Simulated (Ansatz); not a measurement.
# CH6Ge (methyl germane): CCSD(T)/def2-SVPD

Aim: the vertical singlet–triplet gap of CH6Ge (methyl germane) at CCSD(T)/def2-SVPD, from 2 runs. 

Program for the calculation: Ansatz 0.2.0.

28 further runs of the same task are left out: 28 set aside as unsound or not needed.

## 1. Starting point

CH6Ge: 8 atoms, total charge 0, spin state singlet. SMILES: `[CH3][GeH3]`. The coordinates come from a PBE0-D4/def2-TZVP relaxation.

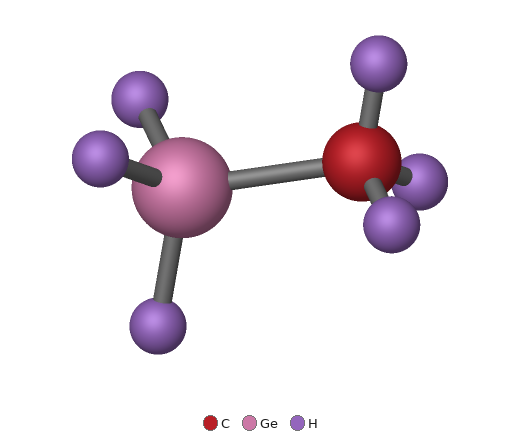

Viewed from a chosen angle; carbon red, germanium pink, hydrogen purple.

## 2. A single-point energy at CCSD(T)/def2-SVPD

run.yaml reads:

```yaml
crystal:
  periodic: [false, false, false]
  atoms:
    - {symbol: C, position_ang: [-0.310900, 0.190300, -0.971400]}
    - {symbol: Ge, position_ang: [0.296900, -0.181900, 0.846700]}
    - {symbol: H, position_ang: [-1.380100, 0.404200, -0.976500]}
    - {symbol: H, position_ang: [0.218800, 1.052200, -1.378400]}
    - {symbol: H, position_ang: [-0.124600, -0.669400, -1.616000]}
    - {symbol: H, position_ang: [0.030700, 1.028200, 1.760100]}
    - {symbol: H, position_ang: [1.807100, -0.479600, 0.857700]}
    - {symbol: H, position_ang: [-0.445700, -1.401200, 1.422100]}
basis:
  gaussian:
    orbitals: def2-SVPD
correlation:
  method: ccsd_t
  frozen_orbitals: {C: 1, Ge: 9, H: 0}
accuracy: high
scf:
  omitted_lower_state_checks: [cluster_reference, increment]
```

Launch:

```sh
$ ansatz run run.yaml --threads 1 --pin off --max-ram 3480MiB --events-out events.jsonl --progress --plain --runs-dir runs
```

Log (excerpt; [...] marks lines left out):

```text
Warning: RAYON_NUM_THREADS=1 ignored (pool sized by the plan → 1); use --threads N
Functional definition: HF
  name "HF"
[...]
2130 factors; integrals over basis functions are off by at most 4.4e-9 eV
[...]
mean field -57591.00863231 eV, -2116.4305306496 hartree, gradient 2.2e-8 eV, S^2 0.000000; 0 other end points of the search recorded, 0 dependent functions left out
10 core orbitals not correlated: weight in the atoms' cores, before any rotation towards them, 1.000 or more for the frozen orbitals, at most 0.000 for the correlated occupied ones
reference -57591.00863231 eV, -2116.4305306496 hartree; 12, 12 occupied and 84, 84 virtual orbitals, 2130 factors
second order -11.00635963 eV of doubles, -0.00000000 eV of singles
cycle   1  -11.36995130 eV  change   -3.6e-1 eV  update   7.8e-2
[...]
cycle  19  -11.80670204 eV  change  -1.4e-10 eV  update  4.5e-10
perturbative correction -0.33362616 eV, -0.0122605351 hartree
Total energy: -57603.14896051 eV, -2116.8766794819 hartree
Checks for a lower state left out: cluster_reference, increment
```

Run time: 42 s. Hardware: 1 thread of Arm Neoverse V1, shared host; peak memory 0.78 GiB.

## 3. The triplet

molecule.yaml reads:

```yaml
crystal:
  periodic: [false, false, false]
  atoms:
    - {symbol: C, position_ang: [-0.310900, 0.190300, -0.971400]}
    - {symbol: Ge, position_ang: [0.296900, -0.181900, 0.846700]}
    - {symbol: H, position_ang: [-1.380100, 0.404200, -0.976500]}
    - {symbol: H, position_ang: [0.218800, 1.052200, -1.378400]}
    - {symbol: H, position_ang: [-0.124600, -0.669400, -1.616000]}
    - {symbol: H, position_ang: [0.030700, 1.028200, 1.760100]}
    - {symbol: H, position_ang: [1.807100, -0.479600, 0.857700]}
    - {symbol: H, position_ang: [-0.445700, -1.401200, 1.422100]}
basis:
  gaussian: {orbitals: def2-SVPD}
correlation: {method: ccsd_t, frozen_orbitals: {C: 1, Ge: 9, H: 0}}
scf: {omitted_lower_state_checks: [cluster_reference, increment]}
accuracy: high
magnetization: {spin_polarized: true, initial_magnetization: 2}
```

Launch:

```sh
$ ansatz run molecule.yaml --threads 1 --pin off --max-ram 3480MiB --events-out events.jsonl --progress --plain --runs-dir runs
```

Log (excerpt; [...] marks lines left out):

```text
Warning: RAYON_NUM_THREADS=1 ignored (pool sized by the plan → 1); use --threads N
[... 2 set-up lines as earlier in the session ...]
[...]
2130 factors; integrals over basis functions are off by at most 4.4e-9 eV
[...]
mean field -57583.21453136 eV, -2116.1441027229 hartree, gradient 1.6e-8 eV, S^2 2.009430; 23 other end points of the search recorded, 0 dependent functions left out
10 core orbitals not correlated: weight in the atoms' cores, before any rotation towards them, 1.000 or more for the frozen orbitals, at most 0.000 for the correlated occupied ones
reference -57583.21453136 eV, -2116.1441027229 hartree; 13, 11 occupied and 83, 85 virtual orbitals, 2130 factors
second order -10.66925903 eV of doubles, -0.00000000 eV of singles
cycle   1  -11.11007533 eV  change   -4.4e-1 eV  update   9.2e-2
[...]
cycle  34  -11.61315935 eV  change  -8.5e-10 eV  update   2.3e-9
perturbative correction -0.37115826 eV, -0.0136398144 hartree
Total energy: -57595.19884897 eV, -2116.5845182718 hartree
Checks for a lower state left out: cluster_reference, increment
```

It took 3.9 min on 1 thread of Arm Neoverse V1, shared host; peak memory 1.7 GiB.

## 4. Outcome

At CCSD(T)/def2-SVPD, 10 core orbitals frozen:

| quantity | value |
| --- | --- |
| singlet: total energy | -2116.87668 Eh |
| singlet: correlation energy (10 core orbitals frozen) | -446.1 mEh |
| singlet: (T) correction | -12.26 mEh |
| singlet: T1 diagnostic | 0.009 |
| triplet: total energy | -2116.58452 Eh |
| triplet: correlation energy (10 core orbitals frozen) | -440.4 mEh |
| triplet: (T) correction | -13.64 mEh |
| triplet: ⟨S²⟩ of the reference determinant | 2.009 |
| triplet: T1 diagnostic | 0.024 |
| vertical energy of the triplet above the singlet | 7.950 eV |

What this shows: At this shape the triplet lies 7.95 eV (767 kJ/mol) above the singlet. The triples (singlet) make up 2.7 % of the correlation energy. The triples (triplet) make up 3.1 % of the correlation energy.
